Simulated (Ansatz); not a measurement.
Run report: AlNH3OF, molecular dynamics (part 5 of 5)

AlNH3OF; RKS B3LYP-D4/def2-SVP (Ansatz 0.2.0). It belongs to a series of runs on one base structure; here: dynamics from the start.

Geometry of the input (Å):
```
Al 0.0345  0.0526  -0.0283
O  -0.0348  -0.4253  1.5965
H  -0.8196  -0.4256  2.1500
N  1.5604  -0.0079  -0.8971
H  2.4386  -0.3163  -0.4938
H  1.6875  0.2584  -1.8674
F  -1.3335  0.5827  -0.8178
```

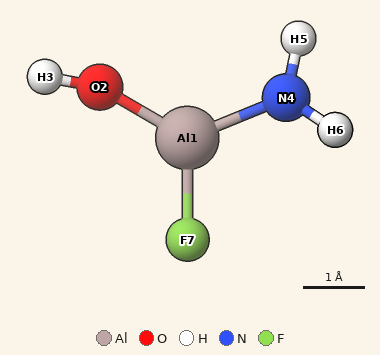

*The geometry at step 135 of the log (ball-and-stick view, seen on its broad side; atoms are numbered from 1 in the order of the input).*

## Trajectory as extended XYZ, continued
```
7
Properties=species:S:1:pos:R:3:forces:R:3 step=120 time_fs=60.0 energy=-12897.69785 temperature=335.6
Al    0.0865    0.0276    0.0102   -1.8783   0.1577   0.8137
O    -0.1559   -0.3981    1.6141    0.8867   0.3380  -1.2554
H    -0.5288   -0.6831    2.4237   -0.3996  -0.2318   0.6918
N     1.4884    0.0251   -0.9749    2.8198  -0.4625   0.0046
H     2.4862   -0.1623   -0.7282   -1.2335   0.1355   0.0193
H     1.4844    0.1525   -1.9737   -0.3465   0.1902  -0.4186
F    -1.2595    0.5821   -0.8263    0.1516  -0.1271   0.1447
7
Properties=species:S:1:pos:R:3:forces:R:3 step=121 time_fs=60.5 energy=-12897.68951 temperature=323.0
Al    0.0857    0.0307    0.0113   -1.8588   0.1426   0.7558
O    -0.1535   -0.4001    1.6145    0.8535   0.3320  -1.1846
H    -0.5289   -0.6925    2.4218   -0.3720  -0.2108   0.6193
N     1.4883    0.0233   -0.9754    2.9693  -0.5247   0.4082
H     2.4901   -0.1608   -0.7205   -1.4099   0.1628  -0.0274
H     1.4913    0.1402   -1.9688   -0.3570   0.2301  -0.7432
F    -1.2609    0.5820   -0.8285    0.1749  -0.1320   0.1718
7
Properties=species:S:1:pos:R:3:forces:R:3 step=123 time_fs=61.5 energy=-12897.69593 temperature=332.9
Al    0.0837    0.0368    0.0137   -1.7733   0.1150   0.5876
O    -0.1482   -0.4041    1.6148    0.6443   0.1963  -0.7193
H    -0.5315   -0.7127    2.4221   -0.1779  -0.0522   0.1788
N     1.4896    0.0194   -0.9762    2.8155  -0.5267   0.8602
H     2.4876   -0.1567   -0.7055   -1.3644   0.1473  -0.0475
H     1.5024    0.1174   -1.9647   -0.3569   0.2579  -1.0799
F    -1.2637    0.5816   -0.8326    0.2127  -0.1376   0.2201
7
Properties=species:S:1:pos:R:3:forces:R:3 step=124 time_fs=62.0 energy=-12897.71016 temperature=354.5
Al    0.0824    0.0398    0.0150   -1.7105   0.1017   0.4824
O    -0.1455   -0.4060    1.6148    0.5045   0.0937  -0.4111
H    -0.5336   -0.7230    2.4232   -0.0473   0.0588  -0.1065
N     1.4910    0.0173   -0.9763    2.5226  -0.4699   0.8446
H     2.4814   -0.1541   -0.6982   -1.1458   0.1075  -0.0167
H     1.5067    0.1069   -1.9665   -0.3507   0.2465  -1.0340
F    -1.2650    0.5814   -0.8347    0.2272  -0.1384   0.2412
7
Properties=species:S:1:pos:R:3:forces:R:3 step=126 time_fs=63.0 energy=-12897.74136 temperature=401.9
Al    0.0795    0.0460    0.0177   -1.5524   0.0732   0.2482
O    -0.1398   -0.4099    1.6146    0.2541  -0.0965   0.1288
H    -0.5379   -0.7431    2.4240    0.1816   0.2625  -0.5906
N     1.4950    0.0129   -0.9763    1.5565  -0.2731   0.3581
H     2.4616   -0.1482   -0.6835   -0.3603  -0.0236   0.1309
H     1.5128    0.0876   -1.9769   -0.3266   0.1939  -0.5531
F    -1.2676    0.5809   -0.8387    0.2471  -0.1364   0.2778
7
Properties=species:S:1:pos:R:3:forces:R:3 step=127 time_fs=63.5 energy=-12897.74901 temperature=413.5
Al    0.0778    0.0490    0.0191   -1.4598   0.0568   0.1268
O    -0.1368   -0.4118    1.6145    0.1734  -0.1563   0.2962
H    -0.5395   -0.7523    2.4225    0.2503   0.3283  -0.7296
N     1.4975    0.0106   -0.9761    0.9343  -0.1537  -0.0288
H     2.4498   -0.1453   -0.6758    0.1546  -0.1050   0.2401
H     1.5147    0.0787   -1.9845   -0.3054   0.1636  -0.1981
F    -1.2689    0.5806   -0.8406    0.2527  -0.1338   0.2934
7
Properties=species:S:1:pos:R:3:forces:R:3 step=129 time_fs=64.5 energy=-12897.74267 temperature=404.5
Al    0.0740    0.0552    0.0219   -1.2530   0.0175  -0.1080
O    -0.1309   -0.4157    1.6145    0.1400  -0.1650   0.3522
H    -0.5409   -0.7683    2.4142    0.2575   0.3492  -0.7346
N     1.5028    0.0060   -0.9759   -0.3123   0.0624  -0.7894
H     2.4287   -0.1403   -0.6584    1.1499  -0.2538   0.4592
H     1.5163    0.0620   -2.0002   -0.2369   0.1149   0.5014
F    -1.2713    0.5800   -0.8444    0.2549  -0.1252   0.3193
7
Properties=species:S:1:pos:R:3:forces:R:3 step=130 time_fs=65.0 energy=-12897.73618 temperature=395.0
Al    0.0719    0.0583    0.0233   -1.1408  -0.0058  -0.2172
O    -0.1279   -0.4177    1.6145    0.1901  -0.1092   0.2417
H    -0.5406   -0.7751    2.4073    0.1933   0.3000  -0.6027
N     1.5054    0.0037   -0.9760   -0.7766   0.1323  -1.0395
H     2.4217   -0.1387   -0.6482    1.4722  -0.2976   0.5182
H     1.5162    0.0541   -2.0066   -0.1896   0.0996   0.7697
F    -1.2725    0.5797   -0.8462    0.2515  -0.1193   0.3297
7
Properties=species:S:1:pos:R:3:forces:R:3 step=132 time_fs=66.0 energy=-12897.73857 temperature=398.6
Al    0.0675    0.0645    0.0261   -0.9031  -0.0590  -0.4153
O    -0.1218   -0.4218    1.6147    0.3978   0.1016  -0.1816
H    -0.5389   -0.7866    2.3898   -0.0441   0.1027  -0.1419
N     1.5102   -0.0008   -0.9766   -1.0800   0.1577  -1.0519
H     2.4186   -0.1376   -0.6241    1.4709  -0.2857   0.4131
H     1.5147    0.0390   -2.0135   -0.0773   0.0872   1.0326
F    -1.2747    0.5790   -0.8498    0.2358  -0.1044   0.3450
7
Properties=species:S:1:pos:R:3:forces:R:3 step=133 time_fs=66.5 energy=-12897.74709 temperature=411.3
Al    0.0652    0.0676    0.0274   -0.7789  -0.0882  -0.5056
O    -0.1187   -0.4238    1.6148    0.5289   0.2325  -0.4338
H    -0.5380   -0.7918    2.3803   -0.1905  -0.0218   0.1288
N     1.5123   -0.0030   -0.9772   -0.9210   0.1194  -0.7872
H     2.4224   -0.1381   -0.6104    1.1551  -0.2344   0.2387
H     1.5137    0.0318   -2.0134   -0.0172   0.0880   1.0093
F    -1.2758    0.5787   -0.8515    0.2237  -0.0955   0.3498
7
Properties=species:S:1:pos:R:3:forces:R:3 step=135 time_fs=67.5 energy=-12897.75764 temperature=427.0
Al    0.0603    0.0737    0.0299   -0.5236  -0.1492  -0.6755
O    -0.1122   -0.4277    1.6148    0.7414   0.4492  -0.8124
H    -0.5380   -0.8028    2.3626   -0.4339  -0.2283   0.5510
N     1.5161   -0.0074   -0.9788   -0.2829  -0.0013   0.1753
H     2.4373   -0.1406   -0.5819    0.2091  -0.0927  -0.2521
H     1.5115    0.0179   -2.0061    0.0977   0.0972   0.6602
F    -1.2778    0.5779   -0.8547    0.1922  -0.0749   0.3535
7
Properties=species:S:1:pos:R:3:forces:R:3 step=136 time_fs=68.0 energy=-12897.75326 temperature=420.3
Al    0.0578    0.0767    0.0310   -0.3946  -0.1800  -0.7575
O    -0.1088   -0.4296    1.6146    0.7791   0.4942  -0.8617
H    -0.5395   -0.8090    2.3556   -0.4867  -0.2701   0.6278
N     1.5179   -0.0096   -0.9796    0.0474  -0.0586   0.7840
H     2.4461   -0.1423   -0.5682   -0.2667  -0.0249  -0.5053
H     1.5108    0.0113   -1.9999    0.1481   0.1029   0.3606
F    -1.2788    0.5775   -0.8563    0.1734  -0.0634   0.3522
7
Properties=species:S:1:pos:R:3:forces:R:3 step=138 time_fs=69.0 energy=-12897.72852 temperature=382.7
Al    0.0527    0.0828    0.0331   -0.1401  -0.2407  -0.9181
O    -0.1016   -0.4330    1.6138    0.6649   0.4093  -0.6150
H    -0.5458   -0.8232    2.3459   -0.4016  -0.1832   0.4480
N     1.5215   -0.0140   -0.9807    0.4866  -0.1277   1.9870
H     2.4609   -0.1457   -0.5451   -0.9668   0.0702  -0.9012
H     1.5104   -0.0011   -1.9856    0.2262   0.1104  -0.3445
F    -1.2807    0.5767   -0.8593    0.1307  -0.0384   0.3438
7
Properties=species:S:1:pos:R:3:forces:R:3 step=139 time_fs=69.5 energy=-12897.71464 temperature=361.6
Al    0.0501    0.0858    0.0340   -0.0172  -0.2706  -0.9949
O    -0.0979   -0.4347    1.6132    0.5283   0.2942  -0.3601
H    -0.5505   -0.8311    2.3428   -0.2788  -0.0685   0.2306
N     1.5235   -0.0162   -0.9807    0.5547  -0.1338   2.4631
H     2.4651   -0.1472   -0.5365   -1.1463   0.0926  -1.0158
H     1.5110   -0.0069   -1.9793    0.2521   0.1113  -0.6597
F    -1.2816    0.5763   -0.8607    0.1072  -0.0252   0.3368
7
Properties=species:S:1:pos:R:3:forces:R:3 step=141 time_fs=70.5 energy=-12897.70126 temperature=341.2
Al    0.0450    0.0917    0.0356    0.2153  -0.3306  -1.1328
O    -0.0902   -0.4379    1.6120    0.1986   0.0151   0.2116
H    -0.5615   -0.8470    2.3378    0.0241   0.2088  -0.2673
N     1.5277   -0.0208   -0.9795    0.3585  -0.0895   2.8909
H     2.4653   -0.1495   -0.5268   -1.1309   0.0852  -1.0462
H     1.5140   -0.0177   -1.9719    0.2773   0.1090  -0.9748
F    -1.2834    0.5755   -0.8635    0.0572   0.0021   0.3186
7
Properties=species:S:1:pos:R:3:forces:R:3 step=142 time_fs=71.0 energy=-12897.70479 temperature=346.4
Al    0.0424    0.0946    0.0362    0.3241  -0.3616  -1.1896
O    -0.0863   -0.4394    1.6114    0.0507  -0.1065   0.4495
H    -0.5672   -0.8544    2.3346    0.1585   0.3304  -0.4732
N     1.5298   -0.0231   -0.9782    0.0933  -0.0423   2.7814
H     2.4612   -0.1504   -0.5258   -0.9352   0.0560  -0.9576
H     1.5165   -0.0228   -1.9716    0.2775   0.1081  -0.9182
F    -1.2843    0.5751   -0.8648    0.0311   0.0159   0.3077
7
Properties=species:S:1:pos:R:3:forces:R:3 step=144 time_fs=72.0 energy=-12897.72108 temperature=370.7
Al    0.0374    0.1003    0.0372    0.5275  -0.4273  -1.2697
O    -0.0784   -0.4427    1.6105   -0.1290  -0.2386   0.7038
H    -0.5770   -0.8666    2.3244    0.3101   0.4670  -0.6823
N     1.5342   -0.0277   -0.9741   -0.7427   0.0915   1.9791
H     2.4471   -0.1517   -0.5302   -0.1986  -0.0480  -0.5854
H     1.5234   -0.0320   -1.9771    0.2547   0.1120  -0.4289
F    -1.2861    0.5743   -0.8673   -0.0221   0.0433   0.2833
7
Properties=species:S:1:pos:R:3:forces:R:3 step=145 time_fs=72.5 energy=-12897.72464 temperature=375.9
Al    0.0350    0.1032    0.0375    0.6228  -0.4626  -1.2908
O    -0.0746   -0.4443    1.6102   -0.1435  -0.2344   0.7013
H    -0.5809   -0.8710    2.3170    0.3097   0.4680  -0.6684
N     1.5362   -0.0300   -0.9716   -1.2689   0.1713   1.3947
H     2.4388   -0.1525   -0.5347    0.2968  -0.1166  -0.3260
H     1.5278   -0.0363   -1.9818    0.2320   0.1175  -0.0811
F    -1.2870    0.5739   -0.8685   -0.0488   0.0568   0.2703
7
Properties=species:S:1:pos:R:3:forces:R:3 step=147 time_fs=73.5 energy=-12897.71206 temperature=357.1
Al    0.0303    0.1086    0.0378    0.8013  -0.5379  -1.2943
O    -0.0668   -0.4477    1.6099   -0.0147  -0.0848   0.4552
H    -0.5866   -0.8767    2.2975    0.1489   0.3348  -0.4214
N     1.5396   -0.0344   -0.9658   -2.2730   0.3225   0.2393
H     2.4257   -0.1551   -0.5455    1.2734  -0.2514   0.2010
H     1.5382   -0.0439   -1.9908    0.1661   0.1336   0.5770
F    -1.2888    0.5731   -0.8708   -0.1020   0.0832   0.2433
7
Properties=species:S:1:pos:R:3:forces:R:3 step=148 time_fs=74.0 energy=-12897.70231 temperature=342.6
Al    0.0280    0.1113    0.0378    0.8841  -0.5771  -1.2784
O    -0.0630   -0.4495    1.6098    0.1157   0.0462   0.2433
H    -0.5887   -0.8783    2.2861    0.0017   0.2145  -0.2177
N     1.5407   -0.0366   -0.9628   -2.5897   0.3735  -0.1800
H     2.4231   -0.1572   -0.5504    1.5919  -0.2958   0.3895
H     1.5441   -0.0472   -1.9937    0.1246   0.1427   0.8138
F    -1.2898    0.5727   -0.8719   -0.1284   0.0960   0.2295
7
Properties=species:S:1:pos:R:3:forces:R:3 step=150 time_fs=75.0 energy=-12897.70152 temperature=341.6
Al    0.0237    0.1165    0.0373    1.0339  -0.6559  -1.2184
O    -0.0552   -0.4529    1.6098    0.4259   0.3423  -0.2190
H    -0.5935   -0.8801    2.2622   -0.3426  -0.0577   0.2196
N     1.5415   -0.0407   -0.9569   -2.5272   0.3827  -0.4630
H     2.4296   -0.1637   -0.5574    1.5578  -0.2927   0.4711
H     1.5566   -0.0528   -1.9931    0.0325   0.1604   1.0080
F    -1.2917    0.5720   -0.8740   -0.1802   0.1208   0.2018
```

## Key numbers

```json
{"quantity": "outcome", "value": "finished"}
{"quantity": "mean temperature over the second half", "value": "312 K"}
{"quantity": "trajectory", "value": "150 steps, 75 fs"}
{"quantity": "ensemble", "value": "nve"}
{"quantity": "temperature in the input", "value": "700.0 K"}
{"quantity": "time step", "value": "0.5 fs"}
{"quantity": "potential energy (last step)", "value": "−12897.7017 eV"}
{"quantity": "mean-field energy (last step)", "value": "−12897.5374 eV"}
{"quantity": "largest force (length of the vector) (last step)", "value": "2.598 eV/Å"}
{"quantity": "wall time", "value": "5.8 min"}
{"quantity": "peak memory", "value": "0.13 GiB"}
```

So short a trajectory is not equilibrated.
